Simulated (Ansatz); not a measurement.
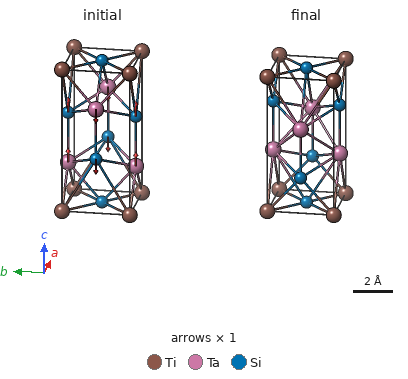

The structure of solid Ta2TiSi3 (a generated structure, set up in P-4m2) before (left) and after (right) a relaxation, at one scale. The red arrows give the displacements (the part carried along by the change of the cell is left out), at their true length.

A ball-and-stick model of the cell of the calculation, seen from a free direction.

Computed with Ansatz, DFT PBE, scalar-relativistic, plane waves, PAW.

Input file:
```yaml
crystal:
  lattice:
    - [3.5801516781, 0.0, 0.0]
    - [0.0, 3.5801516781, 0.0]
    - [0.0, 0.0, 7.8029910696]
  atoms:
    - { symbol: Ti, position: [0.0, 0.0, 0.0] }
    - { symbol: Ta, position: [0.0, 0.5, 0.7327087024] }
    - { symbol: Ta, position: [0.5, 0.0, 0.2672912976] }
    - { symbol: Si, position: [0.0, 0.5, 0.3815596536] }
    - { symbol: Si, position: [0.5, 0.0, 0.6184403464] }
    - { symbol: Si, position: [0.5, 0.5, 0.0] }
basis:
  ecutwfc: 420
kpoints:
  mp_grid: { grid: [10, 10, 6] }
hamiltonian:
  xc: pbe
scf:
  occupations: { method: gaussian, width: 0.1 }
output:
  forces: true
  stress: true
  eigenvalues: true
relax:
  adjacent_minimum: "off"
  f_tol: 0.01
  max_steps: 80
  cell: { stress_tol: 0.05 }
```

Command:
```bash
ansatz run input.yaml --threads 1 --pin off --max-ram 2560MiB --backend cpu --events-out ev --progress --plain --runs-dir out
```

**Summarise the run.**

The largest moves relative to the cell, 0.89 Å, are those of Si4 and Si5. Si4 goes along −c. By element the largest moves are Si 0.89 Å, Ta 0.82 Å. Ti stays in place. Cell: a = b 3.580 → 3.512 Å (−1.9 %), c 7.803 → 7.405 Å (−5.1 %). Volume −8.7 %. Near-neighbour distances that change, for instance: Ta2–Ta3 4.427 → 3.076 Å, Ti1–Si4 3.474 → 2.616 Å, Si4–Si6 3.474 → 2.616 Å, Ta2–Si6 2.749 → 3.301 Å. New bonds form, among them: Ta2–Ta3 (4.43 → 3.08 Å). Bond angles that change, for instance: Ta2–Si4–Ta3 109.4° → 71.0°. The space group stays P-4m2 (No. 115). After 11 accepted moves (12 points after the start) the energy has fallen by 470 meV per atom. The largest force component goes from 0.17 to 0.0038 eV/Å. Pressure: 0.02 GPa at the start and −0.01 GPa at the end. The SCF was repeated once at an unchanged geometry on a basis and grid sized afresh for the cell, which shifted the energy by 0.2 meV per atom at most.
